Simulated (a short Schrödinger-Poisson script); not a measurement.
System: symmetric double-gate stack, SiO2 on p-type Si(100), at 300 K.

```csv
layer,material,thickness (nm),Na (cm⁻³)
1,SiO2,2,-
2,Si,20,6e17
3,SiO2,2,-
```

The device is made up for the run: typed textbook-type constants, with dimensions and the other settings drawn at random. SiO2: permittivity 3.9, conduction-band edge (eV) 3.15, gap (eV) 9, electron mass (mₑ) 0.5. Si: permittivity 11.7, conduction-band edge (eV) 0, gap (eV) 1.124, Nv at 300 K (cm⁻³) 3.1e19.

Channel valleys (confinement mass, in-plane density-of-states mass, number): Δ2 0.916, 0.19, 2; Δ4 0.19, 0.417, 4. At the gates, both at one voltage, the conduction-band edge of layer 1 lies 3.32 eV − eVg above the Fermi level of the channel. Gaps are held at their typed values at every temperature. Mesh 0.03 nm at interfaces.

From a short Schrödinger-Poisson script (our own, NumPy): 1D Poisson equation in equilibrium, electrons quantum, Hartree (BenDaniel-Duke, 12 states a valley, the channel's in-plane mass for all, wave functions free to enter the dielectric), parabolic valleys, classical holes, full ionisation, no traps, pinning or gate leakage.

Only gate voltages with over 1e8 electrons/cm² are shown.

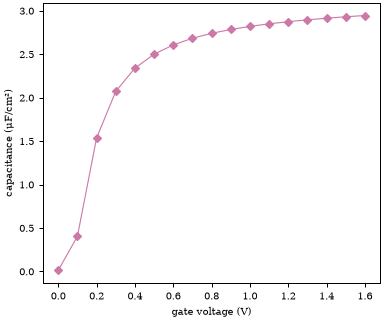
Fig. 1. Quasi-static capacitance against gate voltage

```
Vg (V)  electrons (cm⁻²)  C (μF/cm²)  Δ2 E0 (meV)  Δ2 E1 (meV)  Δ4 E0 (meV)  Δ4 E1 (meV)
------  ----------------  ----------  -----------  -----------  -----------  -----------
0                 2.03e9      0.0127        256.8        256.8        268.1        274.7
0.1              7.84e10       0.404        161.8        161.8        173.8        180.1
0.2              7.01e11        1.54        101.1        101.1        118.7        122.9
0.3              1.85e12        2.07         70.3         70.3         95.2         97.5
0.4              3.23e12        2.34         50.7         50.7         81.9         83.2
0.5              4.75e12        2.50         36.4         36.4         72.9         73.7
0.6              6.34e12        2.61         25.2         25.2         66.2         66.7
0.7              7.99e12        2.68         15.8         15.8         60.8         61.2
0.8              9.69e12        2.74          7.7          7.7         56.4         56.7
0.9              1.14e13        2.79          0.5          0.5         52.6         52.8
1                1.32e13        2.82         -6.0         -6.0         49.2         49.3
1.1              1.49e13        2.85        -11.9        -11.9         46.1         46.3
1.2              1.67e13        2.87        -17.5        -17.5         43.3         43.4
1.3              1.85e13        2.90        -22.8        -22.8         40.7         40.8
1.4              2.03e13        2.91        -27.8        -27.8         38.3         38.3
1.5              2.22e13        2.93        -32.5        -32.5         35.9         36.0
1.6              2.40e13        2.95        -37.1        -37.1         33.7         33.8
```

Subbands count from the Fermi level. The capacitance is that of both gates.
